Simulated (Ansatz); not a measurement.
# Calculations on SiH$_{4}$SO and related structures

### Relaxation

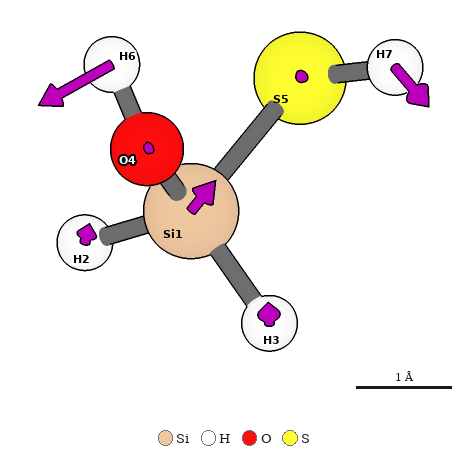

A relaxation of SiH4SO. The starting structure is drawn; purple arrows show the displacements, 10 times their true length. The two geometries are superimposed by the best rigid fit.

A ball-and-stick model, seen at a tilt.

It is one of the separated products of a reaction.

Method: Ansatz, RKS PBE0-D4/def2-TZVP.

The input:
```yaml
crystal:
  periodic: [false, false, false]
  atoms:
    - {symbol: Si, position_ang: [-0.947856, -0.406352, 0.362650]}
    - {symbol: H, position_ang: [-1.733092, -0.930899, -0.780061]}
    - {symbol: H, position_ang: [-1.525897, -0.800271, 1.663039]}
    - {symbol: O, position_ang: [-0.799066, 1.215304, 0.385858]}
    - {symbol: S, position_ang: [0.962914, -1.384843, 0.076418]}
    - {symbol: H, position_ang: [-0.249135, 1.606694, -0.304986]}
    - {symbol: H, position_ang: [1.502995, -0.910854, 1.213175]}
basis:
  gaussian: {orbitals: def2-TZVP}
hamiltonian: {xc: pbe0, dispersion: d4}
relax: {f_tol: 0.005, max_steps: 200}
```

Command:
```bash
ansatz run in.yaml --threads 4 --pin off --events-out ev --progress --plain --max-ram 9574MiB
```

### Atoms of which element are displaced furthest, and by how much?

Hydrogen: up to 0.093 Å, against 0.045 Å for silicon.

### What did the optimiser do to the structure, and how much energy did it gain?

The atom that moves furthest after the best rigid fit is H6 (0.093 Å). By element the largest moves are H 0.093 Å, Si 0.045 Å, S 0.012 Å, O 0.010 Å. Some distances before and after: Si1–S5 2.166 → 2.133 Å, Si1–O4 1.629 → 1.642 Å, O4–H6 0.966 → 0.959 Å. Among the angles between lasting bonds that change: H3–Si1–O4 106.8° → 104.6°. Over 7 geometry steps the energy falls by 1.81 kJ/mol. The largest force component goes from 0.7 to 0.0048 eV/Å. The run took 23 s on 4 threads of Intel Xeon @ 2.50GHz (shared host).

### Relaxation

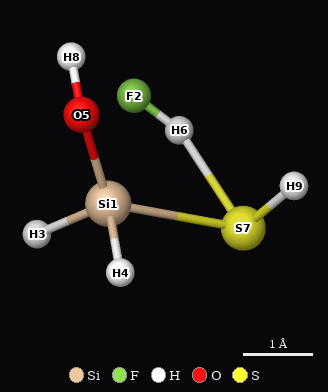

Starting structure of SiH5SOF (started from a transition state, displaced along its imaginary mode). The picture is a ball-and-stick view, seen at a tilt.

Theory: Ansatz, RKS PBE0-D4/def2-TZVP.

The input:
```yaml
crystal:
  periodic: [false, false, false]
  atoms:
    - {symbol: Si, position_ang: [-0.718797, -0.212716, 0.129750]}
    - {symbol: F, position_ang: [0.796441, 0.599047, -1.273976]}
    - {symbol: H, position_ang: [-1.417275, -0.618108, -1.116852]}
    - {symbol: H, position_ang: [-1.369526, -0.825969, 1.290329]}
    - {symbol: O, position_ang: [-0.867968, 1.382670, 0.569898]}
    - {symbol: H, position_ang: [1.174366, -0.077223, -0.959263]}
    - {symbol: S, position_ang: [1.190920, -1.475807, 0.141273]}
    - {symbol: H, position_ang: [-0.502594, 2.059818, 0.015192]}
    - {symbol: H, position_ang: [1.714533, -0.831812, 1.203649]}
basis:
  gaussian: {orbitals: def2-TZVP}
hamiltonian: {xc: pbe0, dispersion: d4}
relax: {f_tol: 0.005, max_steps: 200}
```

Run as
```bash
ansatz run in.yaml --threads 4 --pin off --events-out ev --progress --plain --max-ram 9574MiB
```

> Predict the outcome.

After 16 accepted moves (17 points after the start) the energy has fallen by 1.509 eV. The largest force component goes from 8.7 to 0.0041 eV/Å. The line search rejected the trial step at point 6 of the run. The largest move after the best rigid fit is that of F2, 0.89 Å. By element the largest moves are F 0.89 Å, H 0.59 Å, Si 0.37 Å, S 0.27 Å, O 0.25 Å. Among the contacts that change: Si1–F2 2.219 → 3.376 Å, Si1–H6 2.188 → 2.923 Å, H6–S7 1.780 → 2.183 Å, Si1–S7 2.290 → 2.166 Å. Bond angles that change, for instance: O5–Si1–S7 127.1° → 111.8°, H4–Si1–S7 97.8° → 110.0°, H4–Si1–O5 98.8° → 106.8°. Groups turn about Si1–S7 by about 20°. Cost: 110 s on 4 threads of Intel Xeon @ 2.50GHz, on a shared host.

The structure at the end:

```xyz
9

Si   -0.9538   -0.4094    0.3430
F     1.3642    1.2648   -1.4520
H    -1.7316   -0.8985   -0.8204
H    -1.5466   -0.8336    1.6272
O    -0.7949    1.2100    0.4104
H     1.4599    0.3960   -1.0948
S     0.9532   -1.3928    0.0488
H    -0.2359    1.6158   -0.2648
H     1.4856   -0.9525    1.2026
```

After the run, drawn alike:

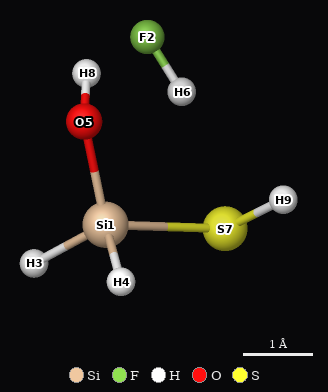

### Reaction

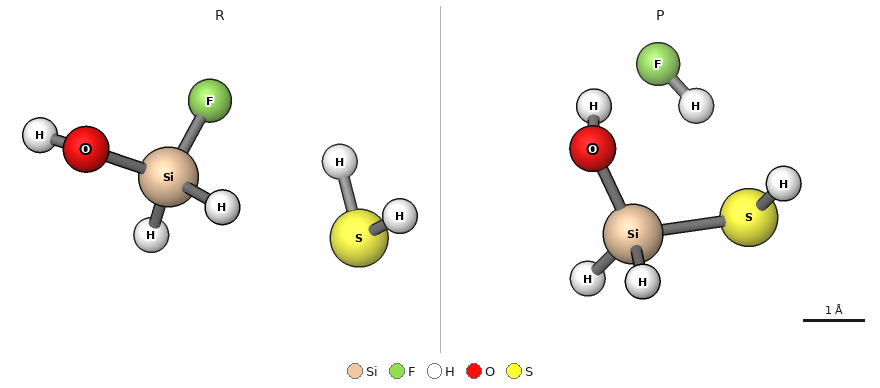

Reactant (R) and product (P) of one elementary step of SiH5SOF. Style: ball-and-stick. Shown at a tilt.

Stationary points at PBE0-D4/def2-TZVP, single-point energies with B2PLYP, PBE0-D4, BLYP-D4 (def2-TZVPP where no basis is named; Ansatz 0.2.0). The energies are electronic, without zero-point or thermal terms, and both ends are the minima reached downhill from the saddle, with any fragments still in contact.

Q: What is the transition state like, and how high is the barrier?

A: Counted by bonded pieces, R holds H₂S + SiH₃OF and P holds HF + SiH₄SO. From R over the saddle to P, bonds form: S–Si (3.66 → 2.40 → 2.17 Å), F–H (2.63 → 1.27 → 0.94 Å). Bonds break: F–Si (1.60 → 1.95 → 3.38 Å), H–S (1.34 → 1.51 → 2.18 Å). The saddle has one imaginary mode, 753i cm⁻¹. With B2PLYP the barrier is 1.93 eV from R and 1.25 eV from P, and P lies 0.67 eV above R.

| level | barrier from R (eV) | barrier from P (eV) | P less R (eV) |
| --- | --- | --- | --- |
| B2PLYP | 1.93 | 1.25 | 0.67 |
| PBE0-D4 | 1.65 | 1.18 | 0.48 |
| BLYP-D4 | 1.68 | 1.10 | 0.58 |

The saddle point in the same view, with dashed sticks for the bonds that form or break:

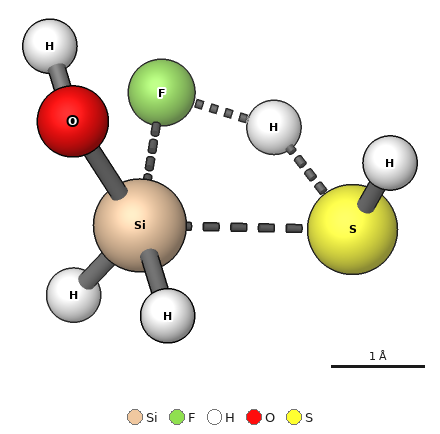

Limits of the set-up: the start holds two separate molecules, 2.6 Å apart at their closest, whose relative position is a soft coordinate.
